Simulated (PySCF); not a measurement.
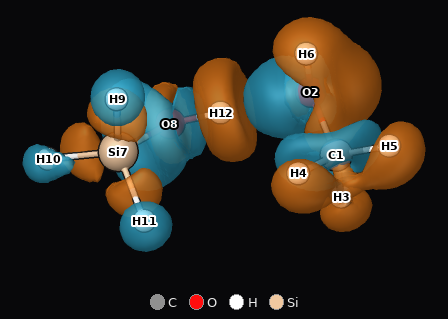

*CH8O2Si, SMILES `CO.[SiH3]O`. Density of the complex less the densities of the two fragments at the same geometry, ±0.003 e/Å³ (light blue: gain, orange: loss). Fragment A: H4CO (atoms 1–6); fragment B: SiH4O.*

Computed with PySCF, B3LYP/def2-TZVP, geometry: GFN2-xTB.

### How is the density rearranged on binding?

Hirshfeld charges show 0.029 e passing from A to B. By Hirshfeld charges, electrons gather most on O8 (−0.014 e) and leave H12 most (+0.015 e); 0.12 e is displaced in all, which induces a dipole of 0.85 D.

### What is the interaction energy, and which contacts carry it?

The counterpoise-corrected interaction energy of the frozen fragments is −5.1 kcal/mol without dispersion correction and −7.2 kcal/mol with D3(BJ). The pair geometry is semi-empirical, not a minimum at this level. Contacts: O2···H12, hydrogen bond, 1.86 Å, ρ = 0.031 a.u.; H4···H11, H···H contact, 3.03 Å, ρ = 0.002 a.u., a bond path close to vanishing (ellipticity 8.5). The pose is a local one from a semi-empirical search, not shown to be the most stable.

The PySCF run took 100 s on 1 thread of Intel(R) Xeon(R) Processor @ 2.50GHz (Skylake/Cascade Lake) (shared host), peak memory 0.79 GiB.
